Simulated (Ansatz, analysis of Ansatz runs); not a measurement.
# A hop of H in CaLa2S4 (I-42d), charge +1

Wanted: path and barrier of a jump of H in CaLa2S4 (I-42d) at charge +1. The case: H turning about S, in a cell of 112 host atoms with 1 H put in.

Main program and level: Ansatz 0.2.0; plane-wave PAW DFT, PBEsol; nudged elastic band between two relaxed defect structures at fixed charge in a uniform background.

## (1) The structure

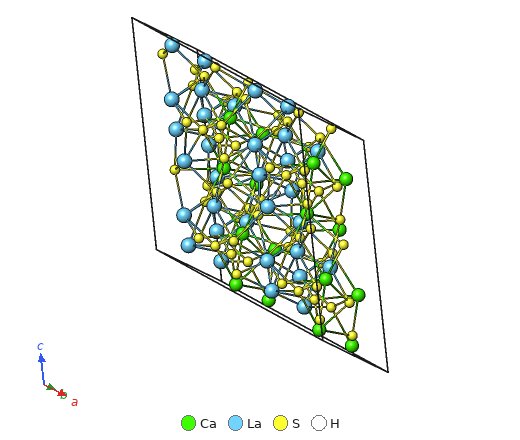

Start, viewed slightly off an axis; calcium green, lanthanum blue, sulfur yellow, hydrogen white. H lies hidden behind other atoms in this view.

The cell holds 113 atoms: 16 Ca, 32 La, 64 S and 1 H. Cell: a = 14.831 Å, b = 14.831 Å, c = 14.831 Å, α = 109.6°, β = 109.6°, γ = 109.2°. It derives from CaLa2S4 (space group I-42d). Nearest the centre at fractional (0.578, 0.651, 0.718): S106 at 0.74 Å, H113 at 1.10 Å, La104 at 2.28 Å, Ca99 at 2.78 Å, S27 at 2.91 Å, S107 at 2.91 Å, Ca44 at 3.12 Å, La102 at 3.15 Å. The cell carries charge +1.

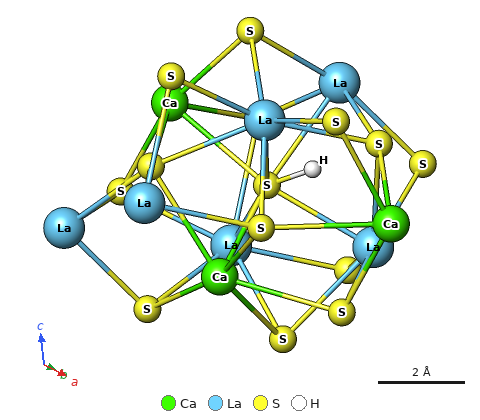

The atoms within 5 Å of the centre.

The cell's shortest repeat is 14.8 Å.

## (2) Relaxation of the start point, charge +1

The ends come first: from an unrelaxed start the top is counted from too high an energy, and the barrier comes out too low. Small random displacements break the symmetry of the ideal sites, so that the defect can distort if it gains by it. The charge of +1 is set by the electron count, and a uniform background keeps the cell neutral.

qp1_c112k1s.start/input.yaml

```yaml
crystal:
  lattice:
    - [-8.54729057, 8.54729057, 8.59293813]
    - [8.54729057, -8.54729057, 8.59293813]
    - [8.54729057, 8.54729057, -8.59293813]
  atoms:
    - { symbol: Ca, position: [0.0, 0.0, 0.0] }
    - { symbol: Ca, position: [0.375, 0.125, 0.25] }
[... 2 atom lines left out ...]
    - { symbol: La, position: [0.1875, 0.3772161, 0.4397161] }
[... 3 atom lines left out ...]
    - { symbol: S, position: [0.31240224, 0.2610014, 0.37396223] }
    - { symbol: S, position: [0.48796083, 0.3639986, 0.30140084] }
[... 6 atom lines left out ...]
    - { symbol: La, position: [0.4375, 0.2477839, 0.5602839] }
    - { symbol: La, position: [0.2522161, 0.3125, 0.6897161] }
[... 5 atom lines left out ...]
    - { symbol: S, position: [0.48796083, 0.3639986, 0.80140084] }
    - { symbol: S, position: [0.1360014, 0.43740224, 0.62396223] }
[... 1 atom line left out ...]
    - { symbol: S, position: [0.38703917, 0.43844001, 0.62603777] }
[... 3 atom lines left out ...]
    - { symbol: La, position: [0.4375, 0.7477839, 0.0602839] }
[... 8 atom lines left out ...]
    - { symbol: S, position: [0.31344001, 0.51203917, 0.37603777] }
[... 3 atom lines left out ...]
    - { symbol: Ca, position: [0.375, 0.625, 0.75] }
    - { symbol: La, position: [0.4375, 0.7477839, 0.5602839] }
    - { symbol: La, position: [0.2522161, 0.8125, 0.6897161] }
[... 4 atom lines left out ...]
    - { symbol: S, position: [0.31240224, 0.7610014, 0.87396223] }
    - { symbol: S, position: [0.48796083, 0.8639986, 0.80140084] }
[... 1 atom line left out ...]
    - { symbol: S, position: [0.31344001, 0.51203917, 0.87603777] }
[... 1 atom line left out ...]
    - { symbol: S, position: [0.2389986, 0.61296083, 0.55140084] }
[... 4 atom lines left out ...]
    - { symbol: La, position: [0.6875, 0.3772161, 0.4397161] }
[... 8 atom lines left out ...]
    - { symbol: S, position: [0.7389986, 0.11296083, 0.05140084] }
[... 5 atom lines left out ...]
    - { symbol: La, position: [0.6227839, 0.0625, 0.8102839] }
[... 4 atom lines left out ...]
    - { symbol: S, position: [0.6360014, 0.43740224, 0.62396223] }
    - { symbol: S, position: [0.81344001, 0.01203917, 0.87603777] }
[... 2 atom lines left out ...]
    - { symbol: Ca, position: [0.5, 0.5, 0.0] }
[... 1 atom line left out ...]
    - { symbol: La, position: [0.9375, 0.7477839, 0.0602839] }
    - { symbol: La, position: [0.7522161, 0.8125, 0.1897161] }
[... 1 atom line left out ...]
    - { symbol: La, position: [0.6227839, 0.5625, 0.3102839] }
    - { symbol: S, position: [0.56155999, 0.68759776, 0.44859916] }
[... 3 atom lines left out ...]
    - { symbol: S, position: [0.6360014, 0.93740224, 0.12396223] }
[... 1 atom line left out ...]
    - { symbol: S, position: [0.88703917, 0.93844001, 0.12603777] }
    - { symbol: S, position: [0.7389986, 0.61296083, 0.05140084] }
    - { symbol: Ca, position: [0.5, 0.5, 0.5] }
    - { symbol: Ca, position: [0.875, 0.625, 0.75] }
[... 1 atom line left out ...]
    - { symbol: La, position: [0.7522161, 0.8125, 0.6897161] }
    - { symbol: La, position: [0.6875, 0.8772161, 0.9397161] }
    - { symbol: La, position: [0.6227839, 0.5625, 0.8102839] }
    - { symbol: S, position: [0.56155999, 0.68759776, 0.94859916] }
    - { symbol: S, position: [0.56259776, 0.68655999, 0.69859916] }
    - { symbol: S, position: [0.81240224, 0.7610014, 0.87396223] }
    - { symbol: S, position: [0.98796083, 0.8639986, 0.80140084] }
    - { symbol: S, position: [0.6360014, 0.93740224, 0.62396223] }
    - { symbol: S, position: [0.81344001, 0.51203917, 0.87603777] }
    - { symbol: S, position: [0.88703917, 0.93844001, 0.62603777] }
    - { symbol: S, position: [0.7389986, 0.61296083, 0.55140084] }
    - { symbol: H, position: [0.664705, 0.715766, 0.768421] }
total_charge: 1
basis:
  ecutwfc: 420
  xc_grid: 2
hamiltonian:
  xc: pbesol
kpoints:
  mp_grid: { grid: [1, 1, 1], shift: [0.25, 0.25, 0.25] }
scf:
  occupations: { method: fixed }
  max_iter: 120
output:
  forces: true
relax:
  f_tol: 0.02
  max_steps: 70
  random_displacement: { amplitude: 0.03, seed: 3292 }
```

Command:

```
$ ansatz run input.yaml --threads 4 --pin off --max-ram 14131MiB --backend cpu --events-out ev --progress --plain --runs-dir out
```

Numbers of over 12 decimals in the logs are rounded to 6 here.

Log:

```text
[... repeated set-up lines and file paths are left out, and long positions are rounded to six places ...]
The last accepted step is kept in <dir> (removed where the run ends without a failure and the disk answers)
Engine: ansatz 0.2.0, aarch64-unknown-linux-gnu
Pseudopotentials: kind: paw
Pseudopotential: Ca, paw, valence charge 10, recommended cutoff 420 eV (normal), Ca.paw.azcp
Pseudopotential: La, paw, valence charge 11, recommended cutoff 420 eV (normal), La.paw.azcp
Pseudopotential: S, paw, valence charge 6, recommended cutoff 420 eV (normal), S.paw.azcp
Pseudopotential: H, paw, valence charge 1, recommended cutoff 420 eV (normal), H.paw.azcp
Functional definition: PBEsol
  exchange = pbesol_x
  correlation = pbesol_c
Crystal: 113 atoms, lattice volume = 2511.069 Å³
Basis set: ecut = 420 eV, 49093 PW (Γ), exchange–correlation on 200×200×200 points (8 copies of the dense FFT grid, shifted against one another)
Bands: 561, of which v1, the nominal top of the filled ones, is band 448 counted from 1 (447 counted from 0)
Symmetry: 1 space group operations
k-points: 1
Non-local potential: Ca, projectors of the file, l = 0: 3, l = 1: 2, l = 2: 2
Non-local potential: La, projectors of the file, l = 0: 3, l = 1: 2, l = 2: 2, l = 3: 3
Non-local potential: S, projectors of the file, l = 0: 2, l = 1: 2, l = 2: 2
Non-local potential: H, projectors of the file, l = 0: 2, l = 1: 1
PAW form: soft (Blöchl's): semilocal exchange-correlation on the pseudo side does not see the compensation charge
PAW frozen core: Ca, regenerated for the run's functional, and the local potential with it (the file was generated under x = pbe(κ = 0.804, μ = 0.219515), c = pbe(β = 0.066725))
PAW frozen core: La, regenerated for the run's functional, and the local potential with it (the file was generated under x = pbe(κ = 0.804, μ = 0.219515), c = pbe(β = 0.066725))
PAW frozen core: S, regenerated for the run's functional, and the local potential with it (the file was generated under x = pbe(κ = 0.804, μ = 0.219515), c = pbe(β = 0.066725))
PAW one-centre angular grid: Ca, 110 points (default); XC on 64 Gauss nodes
PAW one-centre angular grid: La, 590 points (default); XC on 64 Gauss nodes
PAW one-centre angular grid: S, 110 points (default); XC on 64 Gauss nodes
PAW one-centre angular grid: H, 110 points (default); XC on 64 Gauss nodes
Initial density: superposition of atomic densities (neutral atoms scaled as one to the charged cell's electrons: chi_scale 0, normalization atom), corrected by the library's trained network
Initial wavefunctions: pseudopotential atomic-orbital guess
Functional: x = pbesol(κ = 0.804, μ = 0.123457), c = pbesol(β = 0.046)
SCF iter   1: F=—  HF=-282768.781193 eV  |F-HF|=—  |Δ(HF+E_count)|=         —  Δρ=5.60e-3  dr2=1.22e0  ethr=1.77e-3  ⟨swp⟩=6.0  Hψ=1836  notcnv=0  defer=109
preconditioner: auto → Resta (q_TF=auto, 2.298 Å⁻¹)  ε∞=4.2  [insulator: Δε(μ)=2.252 eV  Ē_g=11.776 eV  n_scr=530 (ndim 8)  ℏωp=21.0 eV  f_vac=0.000  ε∞_Penn≈4.2]
SCF iter   2: F=—  HF=-282768.551274 eV  |F-HF|=—  |Δ(HF+E_count)|=   2.30e-1  Δρ=2.16e-3  dr2=1.07e-1  ethr=1.36e-4  ⟨swp⟩=4.0  Hψ=863  notcnv=0  defer=111
SCF iter   3: F=—  HF=-282768.548955 eV  |F-HF|=—  |Δ(HF+E_count)|=   2.32e-3  Δρ=8.44e-4  dr2=1.40e-2  ethr=1.20e-5  ⟨swp⟩=4.0  Hψ=715  notcnv=0  defer=111
SCF iter   4: F=—  HF=-282768.551063 eV  |F-HF|=—  |Δ(HF+E_count)|=   2.11e-3  Δρ=1.33e-4  dr2=4.77e-4  ethr=1.56e-6  ⟨swp⟩=3.0  Hψ=889  notcnv=0  defer=111
SCF iter   5: F=—  HF=-282768.551459 eV  |F-HF|=—  |Δ(HF+E_count)|=   3.96e-4  Δρ=3.41e-5  dr2=6.13e-5  ethr=5.33e-8  ⟨swp⟩=2.0  Hψ=819  notcnv=0  defer=111
SCF iter   6: F=-282768.551456 eV  HF=-282768.551461 eV  |F-HF|=4.64e-6  |Δ(HF+E_count)|=   1.65e-6  Δρ=1.21e-5  dr2=9.28e-6  ethr=1.12e-9  ⟨swp⟩=5.0  Hψ=1894  notcnv=0
SCF 1 converged in 6 iterations: F = -282768.551456 eV  dr2 = 9.28e-6
  greatest PAW one-centre occupation: 0.995 electrons in one spin orbital (limit 2), on the Ca atom at site 84 (counted from 0), in its partial waves of l = 0
relax step   1: F+E_penalty+E_count = -282768.55145600 eV  Δ(F+E_penalty+E_count) = +0.000e0 eV  max|allowed force component| = 1.396e0 eV/Å  Δτ_max = 0.0000 Å  (6 SCF iters, dr2 threshold 1.00e-5 eV, accepted)
[... the SCF cycles and remarks between the steps are left out from here to the last step ...]
relax step   2: F+E_penalty+E_count = -282768.98704737 eV  Δ(F+E_penalty+E_count) = -4.356e-1 eV  max|allowed force component| = 1.059e0 eV/Å  Δτ_max = 0.1949 Å  (5 SCF iters, dr2 threshold 1.00e-4 eV, accepted)
relax step   3: F+E_penalty+E_count = -282769.20304795 eV  Δ(F+E_penalty+E_count) = -2.160e-1 eV  max|allowed force component| = 1.109e0 eV/Å  Δτ_max = 0.2000 Å  (5 SCF iters, dr2 threshold 7.01e-5 eV, accepted)
relax step   4: F+E_penalty+E_count = -282769.31199246 eV  Δ(F+E_penalty+E_count) = -1.089e-1 eV  max|allowed force component| = 2.583e-1 eV/Å  Δτ_max = 0.0757 Å  (4 SCF iters, dr2 threshold 1.00e-4 eV, accepted)
relax step   5: F+E_penalty+E_count = -282769.32346143 eV  Δ(F+E_penalty+E_count) = -1.147e-2 eV  max|allowed force component| = 6.476e-2 eV/Å  Δτ_max = 0.0342 Å  (5 SCF iters, dr2 threshold 4.17e-6 eV, accepted)
relax step   6: F+E_penalty+E_count = -282769.32490178 eV  Δ(F+E_penalty+E_count) = -1.440e-3 eV  max|allowed force component| = 3.668e-2 eV/Å  Δτ_max = 0.0398 Å  (6 SCF iters, accepted)
SCF iter   1: F=—  HF=-282769.326090 eV  |F-HF|=—  |Δ(HF+E_count)|=         —  Δρ=1.81e-4  dr2=1.10e-3  ethr=1.20e-6  ⟨swp⟩=4.0  Hψ=1360  notcnv=0  defer=111
SCF iter   2: F=—  HF=-282769.325868 eV  |F-HF|=—  |Δ(HF+E_count)|=   2.22e-4  Δρ=8.89e-5  dr2=1.91e-4  ethr=1.23e-7  ⟨swp⟩=2.0  Hψ=997  notcnv=0  defer=111
SCF iter   3: F=—  HF=-282769.325827 eV  |F-HF|=—  |Δ(HF+E_count)|=   4.07e-5  Δρ=2.09e-5  dr2=1.09e-5  ethr=2.13e-8  ⟨swp⟩=2.0  Hψ=859  notcnv=0  defer=106
SCF iter   4: F=—  HF=-282769.326047 eV  |F-HF|=—  |Δ(HF+E_count)|=   2.20e-4  Δρ=4.16e-6  dr2=7.63e-7  ethr=1.22e-9  ⟨swp⟩=2.0  Hψ=894  notcnv=0  defer=99
SCF iter   5: F=-282769.326047 eV  HF=-282769.326047 eV  |F-HF|=1.92e-8  |Δ(HF+E_count)|=   7.04e-9  Δρ=1.38e-6  dr2=6.52e-8  ethr=1.12e-11  ⟨swp⟩=5.0  Hψ=1936  notcnv=0
SCF 7 converged in 5 iterations: F = -282769.326047 eV  dr2 = 6.52e-8
relax step   7: F+E_penalty+E_count = -282769.32604698 eV  Δ(F+E_penalty+E_count) = -1.145e-3 eV  max|allowed force component| = 4.748e-3 eV/Å  Δτ_max = 0.0185 Å  (5 SCF iters, accepted)
SCF converged after 5 iterations
Free energy (F): -282769.326047 eV
Harris-Foulkes:  -282769.326047 eV  (|F-HF|=1.92e-8)
Internal energy: -282769.326047 eV  (E = F + TS)
E sigma→0 (E₀):  -282769.326047 eV
Fermi energy:    8.647657 eV
--- Per-component energies (eV) ---
  E_band       = -2285.645767
  E_kinetic    = 17504.253669
  E_local      = -25359.483420  (includes V_loc(G=0)·N_el)
  E_nonlocal   = 5991.298806
  E_hartree    = 8090.259820
  E_xc         = -12830.807493
  E_vxc        = -13132.617273  (∫ρ·V_xc dr)
  E_paw        = -221320.907585  (= ΣΔE_a)
  E_vpaw       = -3469.615654  (= ΣTr[D̂ρ^β])
  E_aug_tail   = -0.000972  (compensation charges beyond the density's cutoff)
  E_ewald      = -54855.228638
  E_core_change = 11.289767  (= ΣΔE_core)
  E_smearing   = -0.000000  (= −TS)
  E_closure    = -0.000000  (closes the sum)
  E_deformation_potential = 17.516079  (in the stress; not in F)
  Σ components = -282769.326047   (vs F -282769.326047, Δ=0.00e0)
--- Forces (eV/Å), atoms counted from 1 ---
  atom   1  Ca    -0.00235691    -0.00186225    -0.00040588
  atom   2  Ca    -0.00023333     0.00037869     0.00117317
  [... 24 atoms left out ...]
  atom  27  S      0.00141308    -0.00206717    -0.00077253
  [... 16 atoms left out ...]
  atom  44  Ca    -0.00270038     0.00202016     0.00109454
  [... 54 atoms left out ...]
  atom  99  Ca    -0.00398063     0.00077947    -0.00032557
  [... 2 atoms left out ...]
  atom 102  La    -0.00222334    -0.00100073     0.00006239
  atom 103  La    -0.00249090     0.00001324     0.00002825
  atom 104  La    -0.00261769     0.00091695     0.00013109
  atom 105  S     -0.00049445    -0.00212919     0.00167848
  atom 106  S      0.00445865    -0.00313185    -0.00148949
  atom 107  S      0.00411669     0.00403451     0.00288524
  [... 5 atoms left out ...]
  atom 113  H      0.00279555    -0.00033783    -0.00006039
  max |Σ_I F_I| component: 6.33e-5 eV/Å
--- Relaxed structure (7 steps of the walk, 7 accepted, 0 SCFs on fresh bases) ---
  F+E_penalty+E_count = -282769.32604698 eV   max|allowed force component| = 4.748e-3 eV/Å
  atoms:
    - { symbol: Ca, position: [0.002863, 0.005047, 0.001001] }
    - { symbol: Ca, position: [0.374588, 0.125149, 0.249547] }
    [... 24 atoms left out ...]
    - { symbol: S, position: [0.387831, 0.438946, 0.627716] }
    [... 16 atoms left out ...]
    - { symbol: Ca, position: [0.371502, 0.623017, 0.751674] }
    [... 54 atoms left out ...]
    - { symbol: Ca, position: [0.499996, 0.497297, 0.497627] }
    [... 2 atoms left out ...]
    - { symbol: La, position: [0.755149, 0.818727, 0.684439] }
    - { symbol: La, position: [0.687186, 0.881813, 0.944112] }
    - { symbol: La, position: [0.619218, 0.554173, 0.813070] }
    - { symbol: S, position: [0.562002, 0.688051, 0.947874] }
    - { symbol: S, position: [0.564593, 0.685280, 0.697873] }
    - { symbol: S, position: [0.809737, 0.758158, 0.870175] }
    [... 5 atoms left out ...]
    - { symbol: H, position: [0.687165, 0.717494, 0.779795] }
```

Wall time 7.4 min (4 threads of Arm Neoverse V2, shared host); peak memory 6.4 GiB.

The steps of the relaxation:

| step | energy less that of the first step (eV) | largest force component (eV/Å) |
| --- | --- | --- |
| 1 | 0.0000 | 1.3962 |
| 2 | -0.4356 | 1.0590 |
| 3 | -0.6516 | 1.1094 |
| 4 | -0.7605 | 0.2583 |
| 5 | -0.7720 | 0.0648 |
| 6 | -0.7734 | 0.0367 |
| 7 | -0.7746 | 0.0047 |

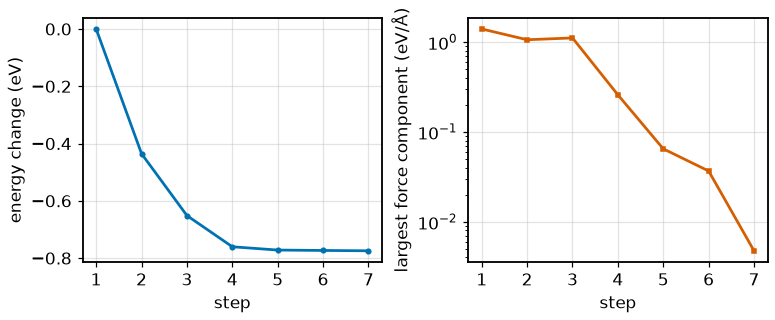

Energy and largest force along the relaxation.

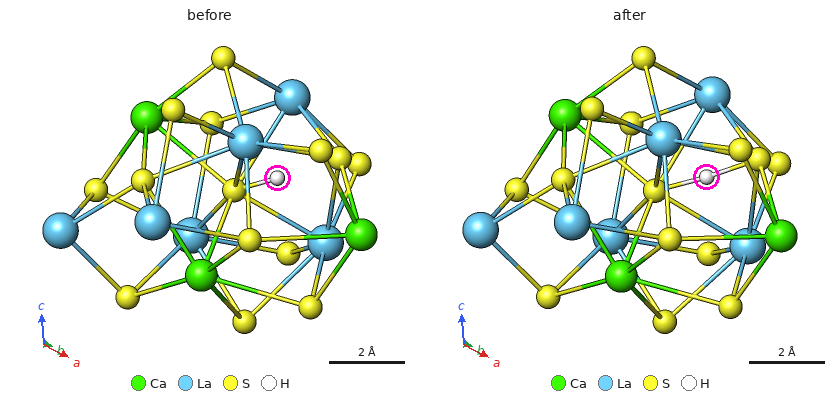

Before and after: the atoms that start within 5 Å of the centre. H113, which moves most, is ringed if it is among them.

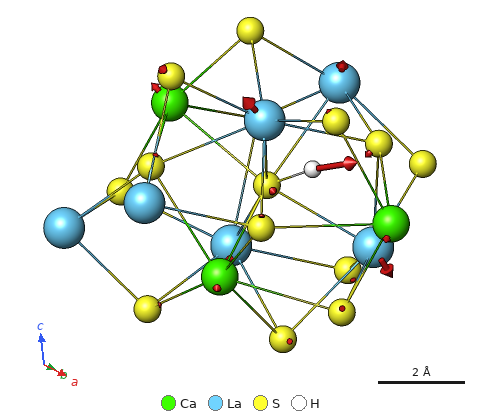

Displacements in the relaxation from the typed sites near the centre, exaggerated, the mean shift taken out; the longest in the cell stands for 0.31 Å.

The atoms that moved most (Å, from the sites as typed, ahead of the random displacement, the mean shift of all atoms taken out):

| atom | dx | dy | dz | length |
| --- | --- | --- | --- | --- |
| H113 | -0.079 | 0.276 | 0.110 | 0.308 |
| La102 | -0.016 | -0.071 | 0.124 | 0.144 |
| La104 | -0.016 | 0.066 | -0.126 | 0.143 |
| La103 | 0.081 | -0.002 | -0.001 | 0.081 |
| Ca44 | 0.028 | 0.003 | -0.062 | 0.068 |
| Ca1 | 0.028 | -0.008 | 0.059 | 0.066 |
| S111 | -0.013 | -0.029 | 0.048 | 0.057 |
| S24 | -0.012 | 0.024 | -0.050 | 0.057 |

Neighbours of H113 at the end:

| atom | distance (Å) |
| --- | --- |
| S106 | 1.602 |
| S107 | 1.602 |
| La104 | 2.580 |
| La102 | 2.580 |
| La103 | 2.809 |
| Ca99 | 3.599 |
| Ca100 | 3.599 |
| S105 | 3.627 |
| S82 | 3.627 |
| S81 | 3.658 |
| S112 | 3.658 |

Numbers from this step:

| Property | Result |
| --- | --- |
| free energy | -282769.3260 eV |
| r.m.s. move of the farther half of the atoms | 0.01260 Å |
| largest move from the ideal geometry of this structure, a common shift of the far atoms taken out | 0.3108 Å |

The relaxation gained 0.775 eV and ended with a largest force component of 0.0047 eV/Å.

[end of part 1 of 3]

[Logs are printed without paths, hosts, clocks, repeated set-up lines and the standing remarks that a program may print on its own settings, such as how far it seeks lower states.]

[Hosts, paths, dates, database ids (printed as entryN), source tags and the programs' standing remarks are cut or masked in the printed files.]
